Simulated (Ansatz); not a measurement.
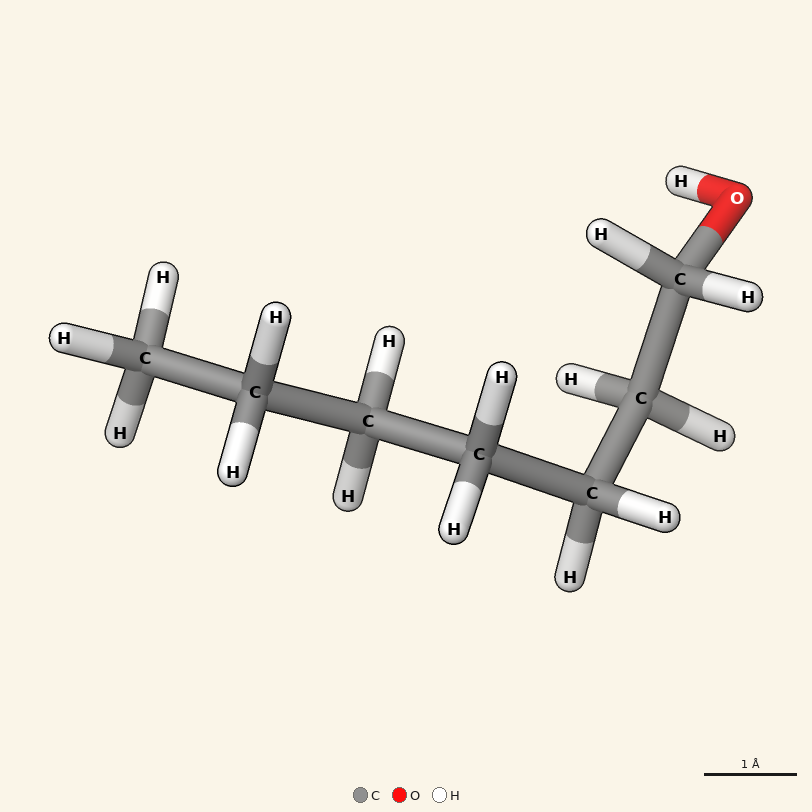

The structure as it stands in the input.

Input file:

```yaml
crystal:
  periodic: [false, false, false]
  atoms:
    - {symbol: C, position_ang: [-0.583850, -3.345621, -0.507565]}
    - {symbol: C, position_ang: [0.157253, -2.135498, -1.048379]}
    - {symbol: C, position_ang: [-0.409604, -0.817142, -0.547734]}
    - {symbol: C, position_ang: [0.336436, 0.394572, -1.081599]}
    - {symbol: C, position_ang: [-0.272801, 1.735507, -0.684675]}
    - {symbol: C, position_ang: [-0.378614, 1.993132, 0.814270]}
    - {symbol: C, position_ang: [0.954472, 1.979459, 1.536230]}
    - {symbol: O, position_ang: [0.847107, 2.366548, 2.891371]}
    - {symbol: H, position_ang: [-1.638842, -3.322136, -0.795189]}
    - {symbol: H, position_ang: [-0.542392, -3.377199, 0.585002]}
    - {symbol: H, position_ang: [-0.158600, -4.279425, -0.882344]}
    - {symbol: H, position_ang: [0.130250, -2.145455, -2.144190]}
    - {symbol: H, position_ang: [1.216556, -2.198522, -0.772910]}
    - {symbol: H, position_ang: [-0.390468, -0.818068, 0.548669]}
    - {symbol: H, position_ang: [-1.468237, -0.746216, -0.829831]}
    - {symbol: H, position_ang: [0.364018, 0.338191, -2.175837]}
    - {symbol: H, position_ang: [1.382394, 0.344973, -0.757876]}
    - {symbol: H, position_ang: [0.315971, 2.540297, -1.139616]}
    - {symbol: H, position_ang: [-1.274608, 1.811076, -1.121955]}
    - {symbol: H, position_ang: [-1.043943, 1.252467, 1.275840]}
    - {symbol: H, position_ang: [-0.843364, 2.969717, 0.982035]}
    - {symbol: H, position_ang: [1.429089, 0.991893, 1.454243]}
    - {symbol: H, position_ang: [1.635402, 2.701299, 1.075663]}
    - {symbol: H, position_ang: [0.236373, 1.766149, 3.326398]}
basis:
  gaussian: {orbitals: "6-31++G**"}
hamiltonian: {xc: {name: HF}}
output: {forces: true}
```

It was started with:

```sh
ansatz run in.yaml --threads 4 --pin off --events-out ev --progress --plain --max-ram 66560MiB --backend cpu
```

What the program printed:

```
Functional definition: HF
  name "HF"
  cite "Fock, Z. Phys. 61, 126 (1930) doi:10.1007/BF01340294"
  parent pbe
  exchange = exact_x
  correlation = 0
2256 factors; integrals over basis functions are off by at most 1.4e-3 eV
mean field evaluation 1: about -9496.0098 eV, gradient 5.6e1 eV
mean field evaluation 2: about -9496.1681 eV, gradient 5.6e1 eV
mean field evaluation 4: about -9504.3179 eV, gradient 5.3e0 eV
mean field evaluation 8: about -9504.4124 eV, gradient 2.9e-4 eV
mean field -9504.41238622 eV, -349.2807128713 hartree, gradient 2.1e-5 eV, S^2 0.000000; 0 other end points of the search recorded, 0 dependent functions left out
the calculation of the forces begins
reference -9504.41238622 eV, -349.2807128713 hartree; 33, 33 occupied and 215, 215 virtual orbitals, 2256 factors
Total energy: -9504.41238622 eV, -349.2807128713 hartree
Atom 0 at    -0.583850    -3.345621    -0.507565 Å, force    -0.250158    -0.388255     0.181230 eV/Å
Atom 1 at     0.157253    -2.135498    -1.048379 Å, force     0.448473    -0.022892    -0.366711 eV/Å
Atom 2 at    -0.409604    -0.817142    -0.547734 Å, force    -0.457229    -0.010420     0.361786 eV/Å
Atom 3 at     0.336436     0.394572    -1.081599 Å, force     0.468106    -0.038047    -0.343429 eV/Å
Atom 4 at    -0.272801     1.735507    -0.684675 Å, force    -0.161274     0.363726    -0.370173 eV/Å
Atom 5 at    -0.378614     1.993132     0.814270 Å, force    -0.482336     0.136971     0.378234 eV/Å
Atom 6 at     0.954472     1.979459     1.536230 Å, force     0.655966     0.091951    -0.000908 eV/Å
Atom 7 at     0.847107     2.366548     2.891371 Å, force    -0.722310    -0.881426     0.055550 eV/Å
Atom 8 at    -1.638842    -3.322136    -0.795189 Å, force     0.227384    -0.020462     0.057826 eV/Å
Atom 9 at    -0.542392    -3.377199     0.585002 Å, force    -0.005677    -0.009748    -0.234596 eV/Å
Atom 10 at    -0.158600    -4.279425    -0.882344 Å, force    -0.085752     0.201372     0.075954 eV/Å
Atom 11 at     0.130250    -2.145455    -2.144190 Å, force    -0.005303    -0.028867     0.252310 eV/Å
Atom 12 at     1.216556    -2.198522    -0.772910 Å, force    -0.244450    -0.014256    -0.055299 eV/Å
Atom 13 at    -0.390468    -0.818068     0.548669 Å, force     0.001948    -0.023958    -0.289602 eV/Å
Atom 14 at    -1.468237    -0.746216    -0.829831 Å, force     0.247038    -0.019433     0.058286 eV/Å
Atom 15 at     0.364018     0.338191    -2.175837 Å, force    -0.012392     0.036414     0.254615 eV/Å
Atom 16 at     1.382394     0.344973    -0.757876 Å, force    -0.250421     0.015157    -0.107118 eV/Å
Atom 17 at     0.315971     2.540297    -1.139616 Å, force    -0.137883    -0.186089     0.091316 eV/Å
Atom 18 at    -1.274608     1.811076    -1.121955 Å, force     0.234707    -0.004481     0.111236 eV/Å
Atom 19 at    -1.043943     1.252467     1.275840 Å, force     0.137384     0.224975    -0.108088 eV/Å
Atom 20 at    -0.843364     2.969717     0.982035 Å, force     0.102122    -0.237437    -0.055020 eV/Å
Atom 21 at     1.429089     0.991893     1.454243 Å, force    -0.156034     0.365078     0.161839 eV/Å
Atom 22 at     1.635402     2.701299     1.075663 Å, force    -0.199658    -0.224726     0.170277 eV/Å
Atom 23 at     0.236373     1.766149     3.326398 Å, force     0.647749     0.674854    -0.279514 eV/Å
Dipole moment:    -0.207421    -0.304928    -0.245652 e Å
```

The run converged.
